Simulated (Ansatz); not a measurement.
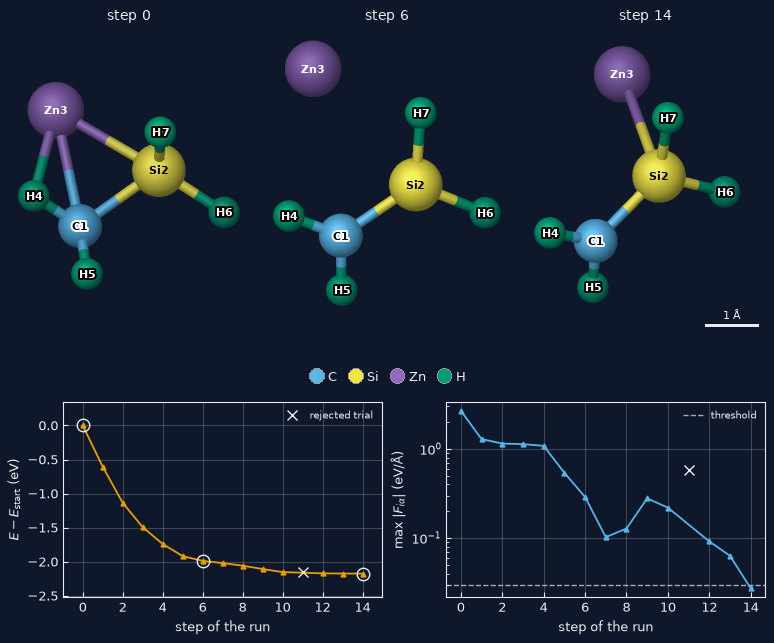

Frames of a relaxation of CH4SiZn (coarse preliminary run), marked on the history of the run. The picture is a ball-and-stick view, seen face on.

The start comes from a force field.

The calculation used RKS PBE-D4/def2-SVP in Ansatz 0.2.0.

Input
```yaml
crystal:
  periodic: [false, false, false]
  atoms:
    - {symbol: C, position_ang: [-0.878400, -0.374600, -0.293200]}
    - {symbol: Si, position_ang: [0.482400, 0.324300, 0.722200]}
    - {symbol: Zn, position_ang: [0.898500, -1.870700, -0.089300]}
    - {symbol: H, position_ang: [-0.451400, -0.953100, -1.125700]}
    - {symbol: H, position_ang: [-1.490800, 0.512300, -0.757700]}
    - {symbol: H, position_ang: [-0.019900, 1.360600, 1.654900]}
    - {symbol: H, position_ang: [1.520900, 0.933300, -0.156900]}
basis:
  gaussian: {orbitals: def2-SVP}
hamiltonian: {xc: pbe, dispersion: d4}
relax: {f_tol: 0.03, max_steps: 200}
```

Command:
```bash
ansatz run in.yaml --threads 2 --pin off --events-out ev --progress --plain --max-ram 4352MiB
```

### Describe the path.

The energy falls by 2.175 eV in 13 accepted moves (14 points after the start). The largest force component goes from 2.7 to 0.027 eV/Å. The line search rejected the trial step at point 11 of the run. The atom that moves furthest after the best rigid fit is Zn3 (1.48 Å). By element the largest moves are Zn 1.48 Å, H 1.21 Å, C 0.71 Å, Si 0.45 Å. Among the contacts that change: Zn3–H4 1.933 → 4.362 Å, C1–Zn3 2.332 → 3.870 Å, Si2–Zn3 2.377 → 2.829 Å, C1–Si2 1.836 → 1.737 Å. Bond angles that change, for instance: Zn3–Si2–H6 156.9° → 89.0°, C1–Si2–Zn3 65.8° → 113.8°, Si2–C1–H5 108.5° → 121.3°. Cost: 12 s on 2 threads of INTEL XEON PLATINUM 8581C @ 2.10GHz, with other jobs on the host. From step 0 to 6: Zn3 moves most (0.94 Å), energy −1.988 eV. From step 6 to 14: Zn3 moves most (0.90 Å), energy −0.187 eV.

```csv
step,"E − E(0), eV","largest force component, eV/Å",note
0,0.0000,2.6883,
1,-0.6059,1.2903,
2,-1.1365,1.1489,
3,-1.4931,1.1311,
4,-1.7399,1.0830,
5,-1.9179,0.5405,
6,-1.9882,0.2891,
7,-2.0202,0.1024,
8,-2.0584,0.1279,
9,-2.1075,0.2788,
10,-2.1524,0.2193,
11,-2.1505,0.5828,rejected
12,-2.1712,0.0916,
13,-2.1738,0.0631,
14,-2.1749,0.0272,
```
